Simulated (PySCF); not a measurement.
# Br₄Hf, SMILES `Br[Hf](Br)(Br)Br`: electronic structure

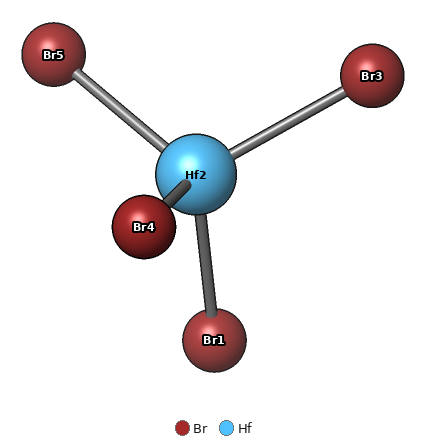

The molecule, with its atoms numbered as below. No frequency check shows the geometry to be a minimum.

Geometry (Å), atoms numbered from 1:

```
Br1      1.4392   -1.0292   -1.7548
Hf2     -0.0001   -0.0005   -0.0001
Br3      1.4393    1.0296    1.7550
Br4     -1.4392   -1.7550    1.0292
Br5     -1.4391    1.7556   -1.0291
```

### 1. Bonding charge

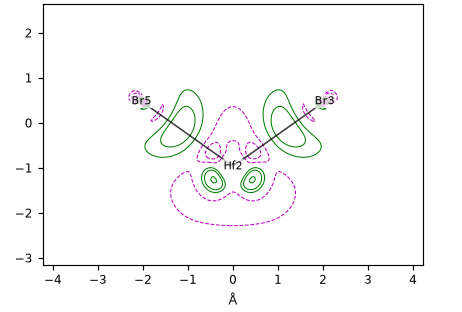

Deformation density (molecule less spherical, spin-averaged free atoms) in the plane of Hf2, Br3 and Br5; contours at ±0.05 to ±0.8 e/Å³; solid green lines: gain, dashed magenta lines: loss.

Computed with PySCF, PBE0/def2-TZVP, geometry: GFN2-xTB. Core potentials replace the inner electrons of Hf; spin–orbit coupling isn't included. This is a single-reference result, which may miss multireference character in this system.

Question: How much density has each bond in this plane gained at its critical point, relative to the free atoms?

Answer: Hf2–Br3 and Hf2–Br5: +0.10 e/Å³ at the bond critical point (bond length 2.49 Å, Mayer order 1.2). In all, 1.1 electrons gather in the regions of gain relative to the promolecule. A small or negative value marks a very polar bond, one between electron-rich atoms, whose free-atom densities already overlap strongly, a long bond to a heavier atom, or a closed-shell contact such as a hydrogen bond.

Question: Where do the Hirshfeld charges lie?

Answer: The highest Hirshfeld charge is on Hf2 (+0.54 e), the lowest on Br1, Br3, Br4 and Br5 (−0.14 e).

| atom | charge (e) |
| --- | --- |
| Br1 | −0.14 |
| Hf2 | +0.54 |
| Br3 | −0.14 |
| Br4 | −0.14 |
| Br5 | −0.14 |

### 2. Bond critical points

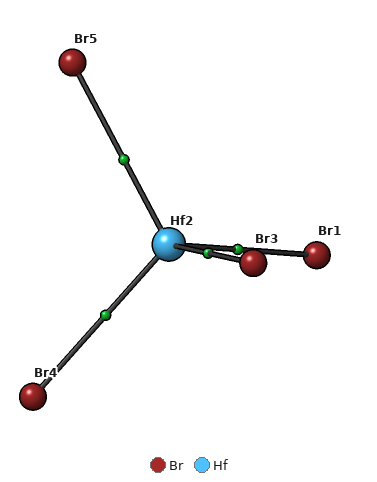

Molecular graph of the electron density (QTAIM): bond paths, bond critical points (green), ring points (magenta, if any); weak paths are dashed.

Question: How many critical points of each kind are there, and does the count close?

Answer: 5 nuclei, 4 bond, 0 ring and 0 cage critical points: 5 − 4 + 0 − 0 = 1, as the Poincaré–Hopf relation requires.

Question: What does the calculation give at each kind of bond critical point?

Answer:
```tsv
bond	length (Å)	ρ (a.u.)	∇²ρ (a.u.)	ε	H (a.u.)
Br1–Hf2 (4 alike)	2.492	0.079	+0.14	0.00	−0.024
```

Question: What kind of interaction is Br1–Hf2?

Answer: Polar or intermediate (positive Laplacian, negative energy density H): ρ = 0.079, ∇²ρ = +0.14, H = −0.024 a.u.

### 3. Electrostatic potential

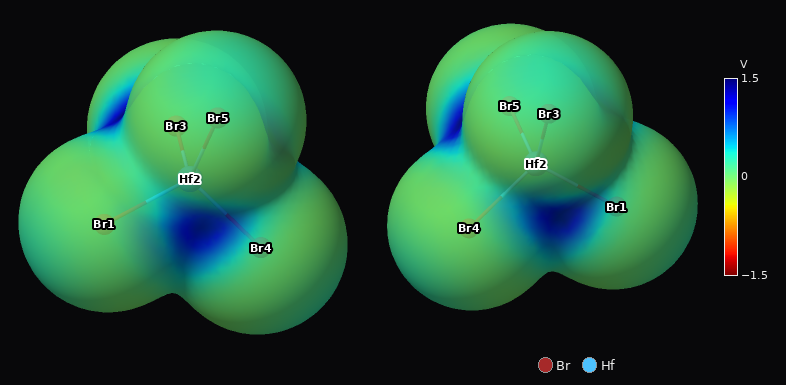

Electrostatic potential on the surface of electron density 0.001 a.u. (back view left, front view right).

Question: Where are the extremes of the potential on the surface?

Answer: Highest: 1.45 V, 2.3 Å from Hf2. Further maxima include 0.25 V, 2.1 Å from Br1. Lowest: −0.03 V, 2.2 Å from Br3, and at like points elsewhere. The surface is sampled at points, so like sites can differ by a few per cent and only the strongest of them is named.

Question: Does Br1 carry a σ-hole?

Answer: Yes: a local maximum of +0.25 V lies on the extension of the Hf2–Br1 bond.

Question: What volume does the surface enclose, and what is the dipole moment?

Answer: About 191 Å³; the dipole moment is 0.0 D.

### 4. In an electric field

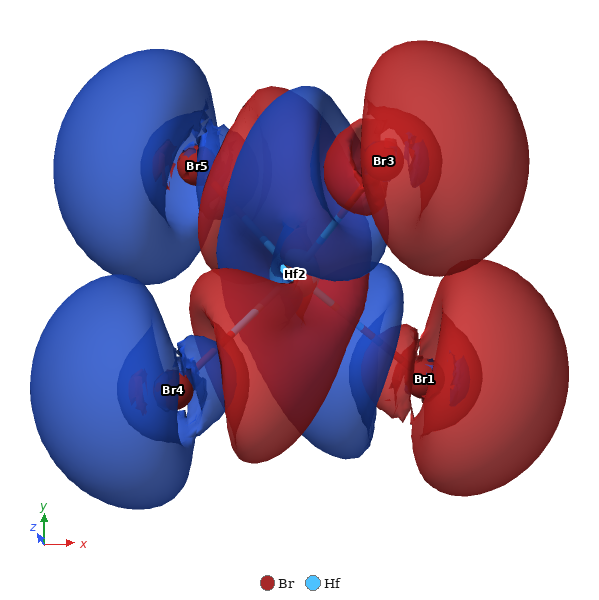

Change of the electron density in a uniform field of 0.21 V/Å, surfaces at ±0.001 e/Å³ (red: gain, blue: loss).

Method: PBE0/def2-TZVP; geometry: GFN2-xTB; program: PySCF. Core potentials replace the inner electrons of Hf; spin–orbit coupling isn't included. This is a single-reference result, which may miss multireference character in this system. A basis without diffuse functions makes polarisabilities too small.

The field was applied in both directions; the picture shows the one opposite to the script's first.

Question: Along which Cartesian direction does the field point?

Answer: Along −x: electrons gather on the +x side, against the field.

Question: What dipole is induced, and what polarisability does it imply?

Answer: The induced dipole is 1.24 D (along the field); α along this axis, from the fields in both directions, is 122 bohr³ (18.0 Å³).
